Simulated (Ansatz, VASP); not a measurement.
## Cross-check of ZrC between VASP and Ansatz

Aim: how closely do two programs agree when they are given the same cell, functional and k mesh? The cell comes out of the VASP series on this material, whose earlier steps may have relaxed, scaled or displaced it; both programs get it as it stands.

Method: plane waves, with VASP 6.6.1 beside it; relaxation of cell and atoms at PBEsol with D3(BJ), in Ansatz 0.2.0.

### Step 1. Set-up

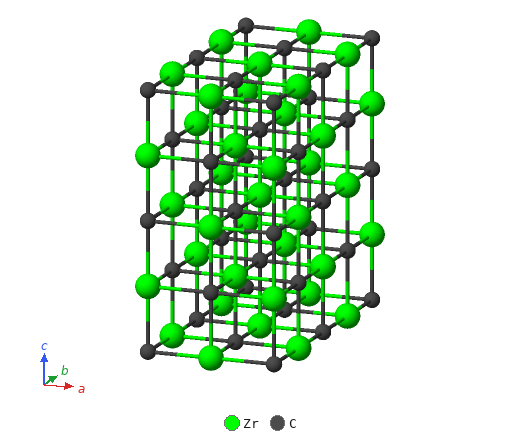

Start, viewed slightly off an axis; zirconium green, carbon dark grey. 1×2×2 cells are drawn. This picture shows the conventional cell, with its axes. Some periodic images of atoms are drawn too.

Coordinates:

```
Zr C
1.0
     0.00000    2.31876    2.31876
     2.31876    0.00000    2.31876
     2.31876    2.31876    0.00000
Zr C
1 1
Direct
  0.50000 0.50000 0.50000
  0.00000 0.00000 0.00000
```

### Step 2. VASP: relaxation of cell and atoms, PBEsol with D3(BJ)

The relaxed volume is the usual yardstick between codes: its relative difference is about their pressure difference at one cell divided by the bulk modulus.

Lines of VASP's logs that name or quote its potential files are left out, and so is its time.

INCAR

```
SYSTEM = ZrC
PREC = Accurate
ENCUT = 520
EDIFF = 1E-06
NELM = 100
ISMEAR = 0
SIGMA = 0.05
LREAL = .FALSE.
ALGO = Normal
GGA = PS
IVDW = 12
NBANDS = 14
LORBIT = 11
LWAVE = .FALSE.
LCHARG = .FALSE.
KPAR = 4
IBRION = 2
NSW = 50
ISIF = 3
EDIFFG = -0.006
```

POSCAR

```
ZrC
1.0
    0.0000000000      2.3187584479      2.3187584479
    2.3187584479      0.0000000000      2.3187584479
    2.3187584479      2.3187584479      0.0000000000
Zr C
1 1
Direct
    0.5000000000      0.5000000000      0.5000000000
    0.0000000000      0.0000000000      0.0000000000
```

KPOINTS

```
Automatic mesh
0
Gamma
12 12 12
0 0 0
```

PAW data sets: Zr_sv and C (PBE family, release 64).

Started as:

```sh
mpirun -np 4 vasp_std
```

Numbers of over 12 decimals in the logs are rounded to 6 here.

The log of the run:

```text
[banner, memory and clock lines left out]
running    4 mpi-ranks, on    1 nodes
 distrk:  each k-point on    1 cores,    4 groups
 distr:  one band on    1 cores,    1 groups

 POSCAR found type information on POSCAR ZrC
 POSCAR found :  2 types and       2 ions
|                                                                             |
|               ----> ADVICE to this user running VASP <----                  |
|                                                                             |
|     You enforced a specific xc type in the INCAR file but a different       |
|     [... a line on the potential file left out ...]
|     I HOPE YOU KNOW WHAT YOU ARE DOING!                                     |
|                                                                             |

 LDA part: xc-table for (Slater+PW92), standard interpolation
 POSCAR, INCAR and KPOINTS ok, starting setup
 FFT: planning ... GRIDC
 FFT: planning ... GRID_SOFT
 FFT: planning ... GRID
 WAVECAR not read
 entering main loop
       N       E                     dE             d eps       ncg     rms          rms(c)
DAV:   1     0.102306590712E+03    0.10231E+03   -0.87224E+03  2016   0.116E+03
DAV:   2    -0.173730774856E+02   -0.11968E+03   -0.11241E+03  2502   0.306E+02
DAV:   3    -0.236017192958E+02   -0.62286E+01   -0.61803E+01  3338   0.597E+01
DAV:   4    -0.237443149732E+02   -0.14260E+00   -0.14256E+00  2404   0.622E+00
DAV:   5    -0.237461606854E+02   -0.18457E-02   -0.18456E-02  2848   0.604E-01    0.226E+01
DAV:   6    -0.206849670252E+02    0.30612E+01   -0.69167E+00  2408   0.234E+01    0.854E+00
DAV:   7    -0.205824614610E+02    0.10251E+00   -0.41981E-01  2300   0.559E+00    0.697E+00
DAV:   8    -0.205809560129E+02    0.15054E-02   -0.23203E-01  2334   0.383E+00    0.395E+00
DAV:   9    -0.205614646462E+02    0.19491E-01   -0.53013E-02  2274   0.163E+00    0.343E-01
DAV:  10    -0.205618778981E+02   -0.41325E-03   -0.21884E-03  2810   0.504E-01    0.509E-01
DAV:  11    -0.205616421138E+02    0.23578E-03   -0.79159E-04  2238   0.243E-01    0.490E-02
DAV:  12    -0.205616395154E+02    0.25984E-05   -0.16469E-05  2768   0.291E-02    0.127E-02
DAV:  13    -0.205616390036E+02    0.51179E-06   -0.18032E-06  2168   0.963E-03
   1 F= -.21386858E+02 E0= -.21386473E+02  d E =-.213869E+02
 curvature:   0.00 expect dE= 0.000E+00 dE for cont linesearch  0.000E+00
 trial: gam= 0.00000 g(F)=  0.600E-61 g(S)=  0.118E-05 ort = 0.000E+00 (trialstep = 0.100E+01)
 search vector abs. value=  0.118E-05
 reached required accuracy - stopping structural energy minimisation
```

Parts of OUTCAR (step 2):

```text
ion  position               nearest neighbor table
   1  0.500  0.500  0.500-   2 2.32   2 2.32   2 2.32   2 2.32   2 2.32   2 2.32
   2  0.000  0.000  0.000-   1 2.32   1 2.32   1 2.32   1 2.32   1 2.32   1 2.32

  LATTYP: Found a face centered cubic cell.
 ALAT       =     4.6375168958

 Subroutine GETGRP returns: Found 48 space group operations
 (whereof 48 operations were pure point group operations)

The static configuration has the point symmetry O_h .

 Found     72 irreducible k-points:

   k-points           NKPTS =     72   k-points in BZ     NKDIM =     72   number of bands    NBANDS=     14

   dimension x,y,z NGX =    24 NGY =   24 NGZ =   24
   dimension x,y,z NGXF=    48 NGYF=   48 NGZF=   48

   ENCUT  =  520.0 eV  38.22 Ry    6.18 a.u.   6.10  6.10  6.10*2*pi/ulx,y,z

   NELECT =      16.0000    total number of electrons

 k-points in reciprocal lattice and weights: Automatic mesh
   0.00000000  0.00000000  0.00000000       0.001
   0.08333333  0.00000000  0.00000000       0.005
   0.16666667  0.00000000  0.00000000       0.005
   0.25000000  0.00000000  0.00000000       0.005
   0.33333333  0.00000000  0.00000000       0.005
   0.41666667  0.00000000  0.00000000       0.005
   0.50000000  0.00000000  0.00000000       0.002
   0.08333333  0.08333333  0.00000000       0.003
   0.16666667  0.08333333  0.00000000       0.014
[...]
-0.33333333  0.50000000  0.16666667       0.007
  -0.25000000  0.50000000  0.25000000       0.003

 average (electrostatic) potential at core
       1 -72.3595       2 -43.7616

 E-fermi :  10.0363

 k-point     1 :       0.0000    0.0000    0.0000
  band No.  band energies     occupation
      1     -37.8561      2.00000
      2     -15.5677      2.00000
      3     -15.5677      2.00000
      4     -15.5677      2.00000
      5      -1.4566      2.00000
      6      10.9256      0.00000
      7      10.9256      0.00000
      8      10.9256      0.00000
      9      11.0314      0.00000
     10      11.0314      0.00000
    ...

 k-point     2 :       0.0833    0.0000    0.0000
  band No.  band energies     occupation
    ...
      2     -15.6411      2.00000
      3     -15.5739      2.00000
      4     -15.5739      2.00000
      5      -1.2859      2.00000
      6       9.8205      2.00000
      7      10.0832      0.18468
      8      10.0832      0.18467
      9      11.3508      0.00000
     10      11.3508      0.00000
     11      11.7818      0.00000
    ...

 k-point     3 :       0.1667    0.0000    0.0000
  band No.  band energies     occupation
    ...
      4     -15.5907      2.00000
      5      -0.8061      2.00000
      6       8.4792      2.00000
      7       9.0144      2.00000
      8       9.0144      2.00000
      9      11.8476      0.00000
     10      11.8476      0.00000
     11      12.3042      0.00000
     12      15.3371      0.00000
     13      15.3371      0.00000
    ...

 Edisp (eV)   -0.82522

  Total       0.00404     0.00404     0.00404    -0.00000     0.00000    -0.00000
  in kB       0.25991     0.25991     0.25991    -0.00000     0.00000    -0.00000
  external pressure =        0.26 kB  Pullay stress =        0.00 kB

  energy-cutoff  :      520.00
  volume of cell :       24.93
      direct lattice vectors                 reciprocal lattice vectors
     0.000000000  2.318758448  2.318758448    -0.215632638  0.215632638  0.215632638
     2.318758448  0.000000000  2.318758448     0.215632638 -0.215632638  0.215632638
     2.318758448  2.318758448  0.000000000     0.215632638  0.215632638 -0.215632638

 POSITION                                       TOTAL-FORCE (eV/Angst)
 -----------------------------------------------------------------------------------
      2.31876      2.31876      2.31876         0.000000     -0.000000      0.000000
      0.00000      0.00000      0.00000         0.000000      0.000000     -0.000000
 -----------------------------------------------------------------------------------
    total drift:                                0.000000     -0.000000      0.000000

  FREE ENERGIE OF THE ION-ELECTRON SYSTEM (eV)
  ---------------------------------------------------
  free  energy   TOTEN  =       -21.3868579337 eV

  energy  without entropy=      -21.3860876181  energy(sigma->0) =      -21.38647278

 reached required accuracy - stopping structural energy minimisation

 total charge
# of ion       s       p       d       tot
------------------------------------------
    1        2.185   6.051   1.696   9.932
    2        0.886   1.483   0.000   2.369
--------------------------------------------------
tot          3.071   7.534   1.696  12.301

[... 3 further parts left out ...]
```

CONTCAR:

```
ZrC
   1.00000000000000
     0.0000000000000000    2.3187584479000001    2.3187584479000001
     2.3187584479000001    0.0000000000000000    2.3187584479000001
     2.3187584479000001    2.3187584479000001    0.0000000000000000
  Zr              C
     1     1
Direct
     0.5000000000000000    0.5000000000000000    0.5000000000000000
     0.0000000000000000    0.0000000000000000    0.0000000000000000
```

### Step 3. Ansatz: relaxation of cell and atoms, PBEsol with D3(BJ)

Ansatz runs on its default PAW (the set named soft_2) files.

The same cell, functional, mesh and smearing now go to Ansatz, which takes its cutoff from its data sets.

input.yaml

```yaml
crystal:
  lattice:
    - [0.0, 2.3187584479, 2.3187584479]
    - [2.3187584479, 0.0, 2.3187584479]
    - [2.3187584479, 2.3187584479, 0.0]
  atoms:
    - { symbol: Zr, position: [0.5, 0.5, 0.5] }
    - { symbol: C, position: [0.0, 0.0, 0.0] }
hamiltonian:
  xc: pbesol
  pseudopotentials: { kind: paw }
  dispersion: d3bj
kpoints:
  mp_grid: { grid: [12, 12, 12] }
scf:
  occupations: { method: gaussian, width: 0.05 }
relax:
  f_tol: 0.01
  max_steps: 60
  cell: { stress_tol: 0.05 }
output:
  forces: true
  stress: true
  write_density: true
  write_potential: true
  elf: true
  volumetric_format: npy
```

Started as:

```sh
ansatz run input.yaml --threads 4 --pin off --max-ram 9216MiB --backend cpu --events-out ev --progress --plain --runs-dir out
```

The log of the run:

```text
Engine: ansatz 0.2.0, aarch64-unknown-linux-gnu
Pseudopotentials: kind: paw
Pseudopotential: Zr, paw, valence charge 12, recommended cutoff 420 eV (normal), Zr.paw.azcp
Pseudopotential: C, paw, valence charge 4, recommended cutoff 420 eV (normal), C.paw.azcp
Functional definition: PBEsol
  exchange = pbesol_x
  correlation = pbesol_c
Crystal: 2 atoms, lattice volume = 24.934 Å³
Basis set: ecut = 420 eV, 531 PW (Γ), exchange–correlation on 48×48×48 points (8 copies of the dense FFT grid, shifted against one another)
Bands: 12, of which v1, the nominal top of the filled ones, is band 8 counted from 1 (7 counted from 0)
Symmetry: 48 space group operations
Space group: Fm-3m (ITA 225), of the structure as read, at distance tolerance 2.9e-5 Å
k-points: 72 of 1728
Non-local potential: Zr, projectors of the file, l = 0: 3, l = 1: 2, l = 2: 2, l = 3: 2
Non-local potential: C, projectors of the file, l = 0: 2, l = 1: 2, l = 2: 1
PAW form: soft (Blöchl's): semilocal exchange-correlation on the pseudo side does not see the compensation charge
PAW frozen core: Zr, regenerated for the run's functional, and the local potential with it (the file was generated under x = pbe(κ = 0.804, μ = 0.219515), c = pbe(β = 0.066725))
PAW frozen core: C, regenerated for the run's functional, and the local potential with it (the file was generated under x = pbe(κ = 0.804, μ = 0.219515), c = pbe(β = 0.066725))
PAW one-centre angular grid: Zr, 590 points (default); XC on 64 Gauss nodes
PAW one-centre angular grid: C, 110 points (default); XC on 64 Gauss nodes
Initial density: superposition of atomic densities (neutral atoms: chi_scale 0, normalization atom), corrected by the library's trained network
Initial wavefunctions: pseudopotential atomic-orbital guess
Functional: x = pbesol(κ = 0.804, μ = 0.123457), c = pbesol(β = 0.046)
SCF iter   1: F=—  HF=-4377.996119 eV  |F-HF|=—  |Δ(HF+E_count)|=         —  Δρ=9.49e-3  dr2=2.87e-2  ethr=1.77e-3  ⟨swp⟩=5.0  Hψ=4361  notcnv=0
preconditioner: auto → none  [insulator: Δε(μ)=0.053 eV  Ē_g=18.130 eV  σ=0.050 eV  W_gap=0.51  n_scr=8 (ndim 8)  ℏωp=27.8 eV  f_vac=0.000  D(μ)=0.54/eV (n_scr^D=0)  ε∞_Penn≈3.4]
SCF iter   2: F=—  HF=-4377.989689 eV  |F-HF|=—  |Δ(HF+E_count)|=   6.43e-3  Δρ=2.83e-3  dr2=2.68e-3  ethr=1.79e-4  ⟨swp⟩=1.7  Hψ=1530  notcnv=0
SCF iter   3: F=—  HF=-4377.989139 eV  |F-HF|=—  |Δ(HF+E_count)|=   5.50e-4  Δρ=4.33e-4  dr2=3.00e-5  ethr=1.67e-5  ⟨swp⟩=2.0  Hψ=1082  notcnv=0
SCF iter   4: F=—  HF=-4377.989138 eV  |F-HF|=—  |Δ(HF+E_count)|=   2.57e-7  Δρ=1.02e-4  dr2=1.54e-6  ethr=1.88e-7  ⟨swp⟩=2.2  Hψ=1123  notcnv=0
iter 5 did not close the SCF: its close was put off for the readings that it lacked (scf_convergence_deferred on its scf_iter line)
SCF iter   5: F=-4377.989139 eV  HF=-4377.989139 eV  |F-HF|=1.57e-9  |Δ(HF+E_count)|=   2.94e-7  Δρ=5.41e-6  dr2=4.71e-9  ethr=9.63e-9  ⟨swp⟩=2.4  Hψ=1189  notcnv=0
SCF iter   6: F=-4377.989139 eV  HF=-4377.989139 eV  |F-HF|=9.37e-11  |Δ(HF+E_count)|=   1.87e-9  Δρ=8.48e-7  dr2=1.35e-10  ethr=2.94e-11  ⟨swp⟩=5.0  Hψ=4523  notcnv=0
SCF 1 converged in 6 iterations: F = -4377.989139 eV  dr2 = 1.35e-10
  greatest PAW one-centre occupation: 0.996 electrons in one spin orbital (limit 2), on the Zr atom at site 0 (counted from 0), in its partial waves of l = 0
relax step   1: F+E_penalty+E_count = -4377.98913879 eV  Δ(F+E_penalty+E_count) = +0.000e0 eV  max|allowed force component| = 1.012e-29 eV/Å  Δτ_max = 0.0000 Å  P = -0.375 GPa  Ω = 24.934 Å³  (6 SCF iters, dr2 threshold 1.00e-7 eV, accepted)
[...]
relax step   2: F+E_penalty+E_count = -4377.98924241 eV  Δ(F+E_penalty+E_count) = -1.036e-4 eV  max|allowed force component| = 8.842e-30 eV/Å  Δτ_max = 0.0000 Å  P = +0.297 GPa  Ω = 24.867 Å³  energy of the carried Pulay correction = +8.681e-5 eV  (6 SCF iters, dr2 threshold 2.00e-7 eV, accepted)
[...]
relax step   3: F+E_penalty+E_count = -4377.98923157 eV  Δ(F+E_penalty+E_count) = +1.084e-5 eV  max|allowed force component| = 7.461e-30 eV/Å  Δτ_max = 0.0000 Å  P = -0.001 GPa  Ω = 24.897 Å³  energy of the carried Pulay correction = +4.849e-5 eV  (6 SCF iters, dr2 threshold 2.00e-7 eV, accepted)
[...]
relax step   4: F+E_penalty+E_count = -4377.98920365 eV  Δ(F+E_penalty+E_count) = +2.792e-5 eV  max|allowed force component| = 1.295e-29 eV/Å  Δτ_max = 0.0000 Å  P = -0.003 GPa  Ω = 24.897 Å³  stress off target by 3.37e-3 GPa  SCF on the basis re-selected at this cell (its energy is not comparable with the rows above)  (8 SCF iters)
basis re-selected at this cell: Δ(F+E_penalty+E_count) = +2.792e-5 eV, ΔP = -0.003 GPa vs the last step (what re-selecting the basis moved, of the pressure what is left beyond the Pulay correction that the steps carried, after the strain that the cell walked since its last selection, with what the two solves' SCF thresholds leave and, on support functions, any second-order correction that the steps lacked; it is no m [...]
SCF converged after 8 iterations
Free energy (F): -4377.989204 eV
Harris-Foulkes:  -4377.989204 eV  (|F-HF|=1.82e-12)
Internal energy: -4377.988430 eV  (E = F + TS)
E sigma→0 (E₀):  -4377.988817 eV
Entropy (-TS):   -0.000774 eV (-0.387 meV/atom)
Fermi energy:    15.530811 eV
--- Per-component energies (eV) ---
  E_band       = -37.825651
  E_kinetic    = 424.810001
  E_local      = -573.935179  (includes V_loc(G=0)·N_el)
  E_nonlocal   = 106.332532
  E_hartree    = 172.441913
  E_xc         = -210.651932
  E_vxc        = -252.958236  (∫ρ·V_xc dr)
  E_paw        = -2994.382180  (= ΣΔE_a)
  E_vpaw       = -86.958626  (= ΣTr[D̂ρ^β])
  E_aug_tail   = 0.000032  (compensation charges beyond the density's cutoff)
  E_ewald      = -1301.963688
  E_disp       = -0.826750  (pairwise vdW)
  E_core_change = 0.186821  (= ΣΔE_core)
  E_smearing   = -0.000774  (= −TS)
  E_closure    = 0.000000  (closes the sum)
  Σ components = -4377.989204   (vs F -4377.989204, Δ=0.00e0)
--- Forces (eV/Å), atoms counted from 1 ---
  atom   1  Zr     0.00000000    -0.00000000     0.00000000
  atom   2  C     -0.00000000     0.00000000     0.00000000
  max |Σ_I F_I| component: 2.46e-29 eV/Å
--- Stress (GPa, compression-positive) ---
       -0.003372      -0.000000      -0.000000
       -0.000000      -0.003372      -0.000000
       -0.000000      -0.000000      -0.003372
  P = ⅓ Tr σ = -0.0034 GPa (-0.034 kbar)
--- Band table (eV; the first three rows and the last of 72) ---
  k-point 0: bands = [... 4 lower, 4.0277, 16.4187, 16.4187, 16.4187, 16.5282, 16.5282, 16.5282, 18.3844]
  k-point 1: bands = [... 4 lower, 4.1991, 15.3146, 15.5761, 15.5761, 16.8473, 16.8473, 17.2783, 19.2546]
  k-point 2: bands = [... 4 lower, 4.6809, 13.9722, 14.5059, 14.5059, 17.3449, 17.3449, 17.8016, 20.8352]
  k-point 71: bands = [... 4 lower, 5.9524, 12.7095, 13.0851, 13.0851, 18.8551, 18.8551, 21.4518, 22.8855]
--- Relaxed structure (3 steps of the walk, 3 accepted, 1 SCFs on fresh bases) ---
  F+E_penalty+E_count = -4377.98920365 eV   max|allowed force component| = 1.295e-29 eV/Å   (the final SCF, on the basis selected at the relaxed cell)
  cell:  # Å, volume = 24.8966 Å³
    - [0, 2.317590, 2.317590]
    - [2.317590, 0, 2.317590]
    - [2.317590, 2.317590, 0]
  atoms:
    - { symbol: Zr, position: [0.5, 0.5, 0.5] }
    - { symbol: C, position: [0, 0, 0] }
```

Elapsed: 3 s, on 4 threads of Arm Neoverse N1, shared host; peak memory 0.33 GiB.

### Step 4. Differences

Known differences besides the PAW data sets themselves: both relaxations stop at a tolerance, which leaves soft axes loose, and VASP keeps its plane-wave basis; the cutoff is 420 eV in Ansatz and 520 eV in VASP; Ansatz makes its cores anew for this functional, VASP keeps those of its PBE data sets; VASP leaves aspherical gradient terms in its spheres out (LASPH is not set), Ansatz keeps them; Ansatz adds a Pulay correction to the stress that steers its cell, VASP none. Total energies have different zeros and are not compared.

Compared:

| quantity | Ansatz | VASP | difference |
| --- | --- | --- | --- |
| volume (Å³) | 24.90 | 24.93 | -0.15 % |
| edge a after relaxation, in the typed setting (Å) | 3.278 | 3.279 | -0.05 % |

The walks stopped with 0.00 GPa left in Ansatz and 0.03 GPa in VASP; each walk ends within a tolerance, so the volume difference is uncertain by about these residues over the bulk modulus, most in soft cells.

### Step 5. What came out

| Quantity | Value |
| --- | --- |
| difference in volume (relaxation of cell and atoms, PBEsol with D3(BJ)) | -0.15 % |

**Reading.** The difference in volume is -0.15 % (relaxation of cell and atoms, PBEsol with D3(BJ)), within the 1.2 % picked in this series as the mark of a large difference, as far as the stopping tolerances let one tell. How closely two codes agree says nothing of how well the functional describes the real material.

[Lines on the potential files, build, host, timing and source positions are cut from VASP's logs without a mark.]

[Logs are printed without paths, hosts, clocks, repeated set-up lines and the standing remarks that a program may print on its own settings, such as how far it seeks lower states.]

[Hosts, paths, dates, database ids (printed as entryN), source tags and the programs' standing remarks are cut or masked in the printed files.]
